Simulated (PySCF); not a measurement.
**F2HP, SMILES `FPF`: what the electrons do**

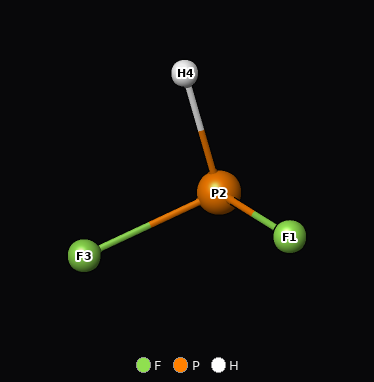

The molecule, with its atoms numbered as below. No frequency check shows the geometry to be a minimum.

Coordinates in Å:

```
F1       1.1894   -0.5193    0.0166
P2      -0.0000    0.5684   -0.1059
F3      -1.1894   -0.5193    0.0166
H4      -0.0000    0.8209    1.2895
```

### 1. Bonding charge

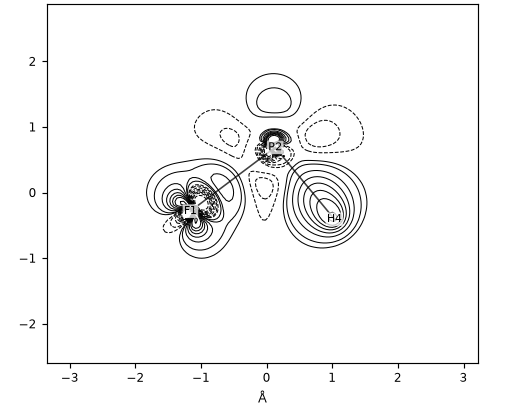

Deformation density (molecule less spherical, spin-averaged free atoms) in the plane of F1, P2 and H4; contours at ±0.05 to ±0.8 e/Å³; solid lines: gain, dashed lines: loss.

PySCF calculation, PBE/def2-TZVP, gas phase; geometry: GFN2-xTB.

> How much density has each bond in this plane gained at its critical point, relative to the free atoms?

P2–H4: +0.32 e/Å³ at the bond critical point (bond length 1.42 Å, Mayer order 0.9). F1–P2: +0.01 e/Å³ at the bond critical point (bond length 1.62 Å, Mayer order 1.1); up to 0.6 Å beside the axis the gain reaches +0.25 e/Å³. In all, 0.9 electrons gather in the regions of gain relative to the promolecule. A small or negative value marks a very polar bond, one between electron-rich atoms, whose free-atom densities already overlap strongly, a long bond to a heavier atom, or a closed-shell contact such as a hydrogen bond.

### 2. Bond critical points

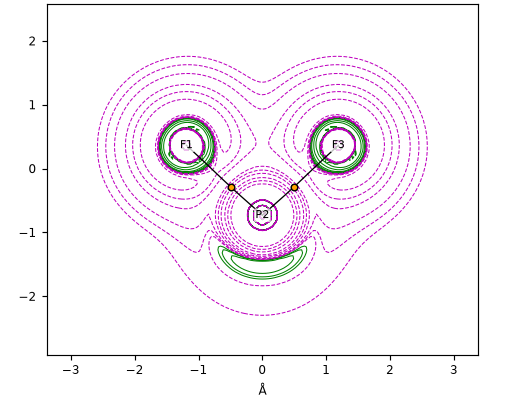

Negative Laplacian of the density (−∇²ρ) in the plane of F1, P2 and F3 (solid green lines positive, dashed magenta lines negative, contours at ±0.02 to ±8 a.u.), with bond paths and bond critical points (dots).

> Sort the bonds in the plane by the sign of ∇²ρ at their critical points.

At none is it concentrated. Depleted (∇²ρ > 0): F1–P2 and P2–F3 (+0.60 a.u., H = −0.110). A positive Laplacian with clearly negative H marks a strongly polar covalent bond, whose critical point lies close to the core of the less electronegative atom.

> Where along F1–P2 does the critical point lie?

0.96 Å from F1 and 0.66 Å from P2.

### 3. Electrostatic potential

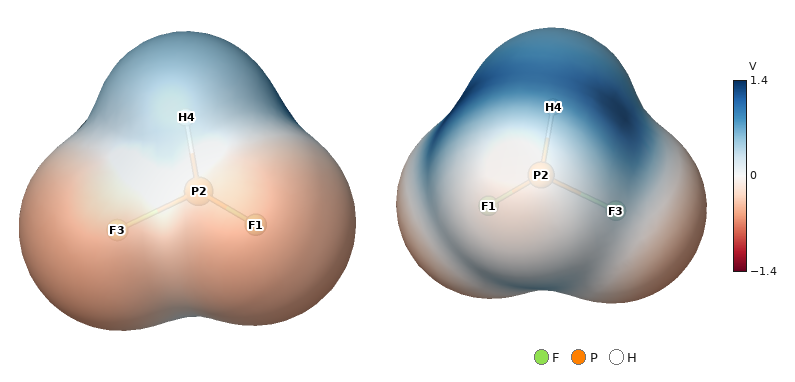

Electrostatic potential on the surface of electron density 0.001 a.u. (back view left, front view right).

> Where are the extremes of the potential on the surface?

Highest: 1.32 V, off the P2–H4 bond (2.0 to 2.1 Å from its atoms), and at like points elsewhere. Further maxima include 0.65 V, near P2 (2.06 Å), F1 (2.22 Å) and F3 (2.23 Å). Lowest: −0.56 V, 1.6 Å from F3, and at like points elsewhere. Further minima include −0.12 V, 2.3 Å from P2. The surface is sampled at points, so like sites can differ by a few per cent and only the strongest of them is named.

### 4. In an electric field

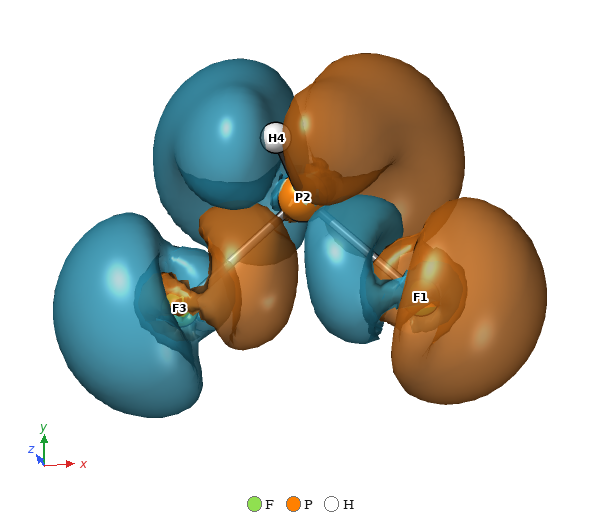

Change of the electron density in a uniform field of 0.21 V/Å, surfaces at ±0.001 e/Å³ (light blue: gain, orange: loss).

Computed with PySCF, PBE/def2-TZVP, geometry: GFN2-xTB. A basis without diffuse functions makes polarisabilities too small.

> Along which Cartesian direction does the field point?

Along +x: electrons gather on the −x side, against the field.

> What dipole is induced, and what polarisability does it imply?

The induced dipole is 0.25 D (along the field); α along this axis, from the fields in both directions, is 24 bohr³ (3.6 Å³).

> Which atoms gain and lose the most charge?

Electrons gather most on F3 (Hirshfeld charge changes by −0.009 e) and leave F1 most (+0.009 e); 0.027 electrons are displaced in all.

### 5. Removing or adding an electron

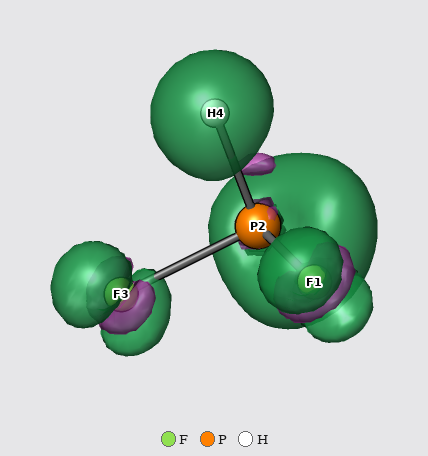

Fukui function f⁻ = ρ(N) − ρ(N−1) at fixed geometry, surfaces at ±0.05 e/Å³ (green positive, purple negative).

> Which atoms respond most to the removal of an electron?

f⁻ (Hirshfeld-condensed) is largest on P2 (0.50); the vertical ionisation energy is 10.78 eV. Condensed values hint at sites of electrophilic attack but needn't mark the atom that reacts. Orbital relaxation makes it negative in places (0.08 e in all).

The PySCF runs shown took 7 s, 15 s and 2.2 min on 1 thread of Arm Neoverse V1, with other jobs on the host.
